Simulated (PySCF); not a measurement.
| atom | x (Å) | y (Å) | z (Å) |
| --- | --- | --- | --- |
| O | 2.2759 | -0.7982 | 0.4529 |
| S | 1.7760 | -0.5056 | -0.8961 |
| O | 1.1277 | 1.0159 | -0.8551 |
| C | 0.1992 | 1.2414 | 0.2097 |
| C | -1.0047 | 0.3245 | 0.0622 |
| C | -0.5785 | -1.1333 | -0.0010 |
| O | 0.3518 | -1.3289 | -1.0699 |
| H | -0.0799 | 2.3012 | 0.1333 |
| H | 0.7076 | 1.0836 | 1.1763 |
| H | -1.5458 | 0.5827 | -0.8623 |
| H | -1.6939 | 0.4756 | 0.9082 |
| H | -1.4226 | -1.8001 | -0.2233 |
| H | -0.1174 | -1.4584 | 0.9473 |

Geometry: PBE0-D3(BJ)/def2-SVP.

These are results of PySCF 2.14.0, PBE0/pcSseg-1, SCF density, gas phase, non-relativistic, not measurements.

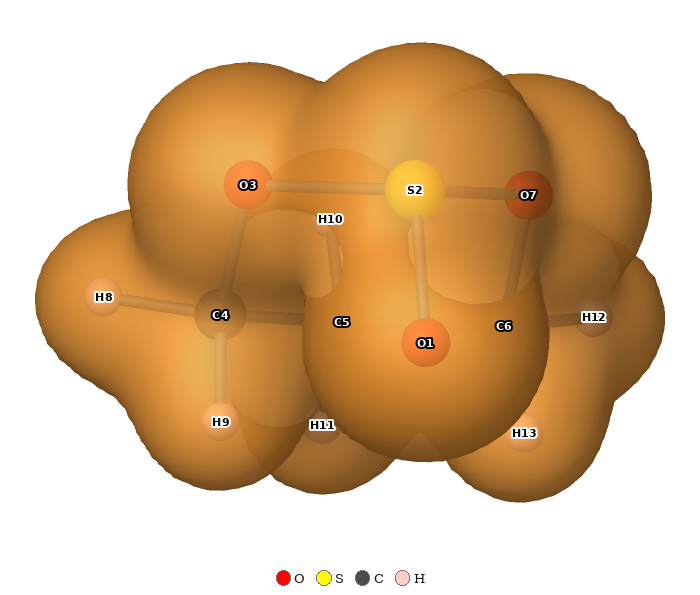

C3H6O3S. Isosurface of the total electron density at 0.2 e/Å³ (orange), seen from one side.

**Which contacts does the surface bridge?**

At this value the surface is in one piece. It bridges the sampled C–O (1.43 Å), S–O (1.47 Å), C–C (1.52 Å) and C–H (1.10 Å) contacts, where the density stays above the isovalue. On the grid the lowest density along these lines, outside the cores, is 1.7 e/Å³ (C–O, 1.43 Å), 1.9 e/Å³ (S–O, 1.47 Å), 1.7 e/Å³ (C–C, 1.52 Å) and 1.9 e/Å³ (C–H, 1.10 Å).
